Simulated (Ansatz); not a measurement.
## A ladder of methods for [AlH4]− (SMILES [H][Al-]([H])([H])[H])

[AlH4]−: 5 atoms, total charge -1, spin state singlet. As SMILES, `[H][Al-]([H])([H])[H]`. The shape comes from GFN2-xTB, which is rough for such elements, and wasn't checked as a minimum.

```csv
atom,x (Å),y (Å),z (Å)
Al,-0.0014,-0.0011,0.0000
H,0.0129,-0.0193,1.6271
H,1.5300,0.0130,-0.5529
H,-0.7739,1.3341,-0.5201
H,-0.7675,-1.3267,-0.5541
```

Quantity: the energy change with the Al1–H2 bond stretched from 1.627 to 2.441 Å, in eV. The values are calculated.

| level | kind | program | value (eV) | less FCI/6-31G | CPU time (all runs) |
| --- | --- | --- | --- | --- | --- |
| revPBE/6-31G (restricted) | GGA | Ansatz | 1.06 | +0.03 | 1.9 s |
| r2SCAN0/6-31G (restricted) | hybrid meta-GGA | Ansatz | 1.24 | +0.21 | 4.4 s |
| CAM-B3LYP/6-31G (restricted) | range-separated hybrid | Ansatz | 1.24 | +0.21 | 2.5 s |
| HSE06/6-31G (restricted) | range-separated hybrid | Ansatz | 1.19 | +0.16 | 2.5 s |
| RPA@PBE/6-31G (restricted) | RPA | Ansatz | 0.98 | -0.05 | 2.8 s |
| BCCD(T)/6-31G (restricted) | coupled cluster or CI | Ansatz | 1.04 | +0.01 | 0.53 s |
| CCSDT(Q)/6-31G (restricted) | coupled cluster or CI | Ansatz | 1.03 | 0.00 | 0.88 s |
| FCI/3-21G | exact in the basis | Ansatz | 1.10 | +0.07 | 21 s |
| FCI/6-31G | exact in the basis | Ansatz | 1.03 | 0.00 | 21 s |

FCI/6-31G is exact within its basis and frozen core, so for wave-function methods in that basis the difference is their error; functionals converge differently with the basis, so for them it is only a difference. Sets without diffuse functions describe the anion poorly. The first shape isn't each level's own minimum. The values span 0.98 to 1.24 eV. All rows use very small basis sets, so none should be taken for the real molecule's value. CPU times are rough (shared hosts, several kinds of processor): they show what a rung costs within a factor of a few.

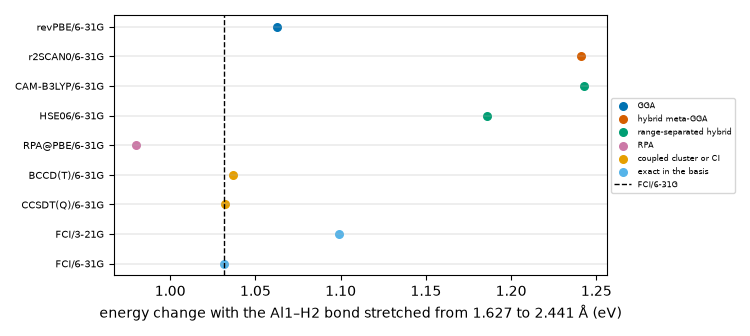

The values of the table, level by level.
